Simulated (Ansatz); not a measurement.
# CH2BrFO2Si: the cost of one run

Method: the settings change from run to run; program: Ansatz 0.2.0, Gaussian basis.

### 1 The geometry

An earlier PBE0-D4 in a triple-zeta def2 set relaxation fixed the geometry.

SMILES `O[Si@@]1(Br)O[C@H]1F`, 8 atoms, charge 0, spin multiplicity 1.

Atoms are counted from 1 here; the program's logs count them from 0.

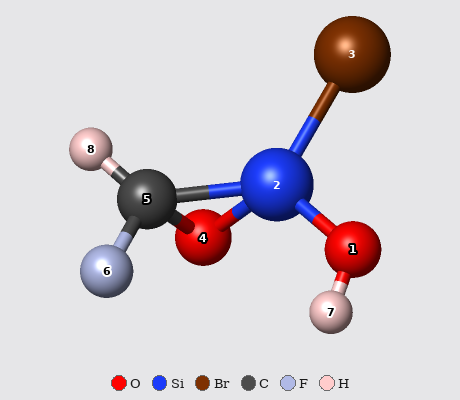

The geometry (oxygen red, silicon blue, bromine brown, carbon dark grey, fluorine light blue, hydrogen pink); atoms are numbered from 1 in the order of the file.

### 2 wPBEh/def2-TZVP

Set apart from the defaults: coordinates scaled by 0.92, density fitting with cc-pVTZ-jkfit.

File in.yaml:

```yaml
crystal:
  periodic: [false, false, false]
  atoms:
    - {symbol: O, position_ang: [0.802975, -0.340393, -1.540142]}
    - {symbol: Si, position_ang: [0.641800, -0.052224, -0.090030]}
    - {symbol: Br, position_ang: [2.432529, -0.293001, 0.765561]}
    - {symbol: O, position_ang: [-0.213443, 1.121051, 0.346092]}
    - {symbol: C, position_ang: [-0.807795, -0.020849, 0.718318]}
    - {symbol: F, position_ang: [-1.879416, -0.202205, 0.097699]}
    - {symbol: H, position_ang: [0.093982, -0.203995, -2.051388]}
    - {symbol: H, position_ang: [-0.985899, -0.061008, 1.702554]}
basis:
  gaussian: {orbitals: def2-TZVP, fitting: {mean_field: cc-pVTZ-jkfit}}
hamiltonian: {xc: {name: wPBEh}}
output: {forces: true}
```

Run with:

```sh
$ ansatz run in.yaml --threads 4 --pin off --events-out ev --progress --plain --max-ram 10444MiB
```

What time and memory should one allow on 4 threads of Arm Neoverse V2, shared host?

About 4.4 s, with a peak of 0.75 GiB.
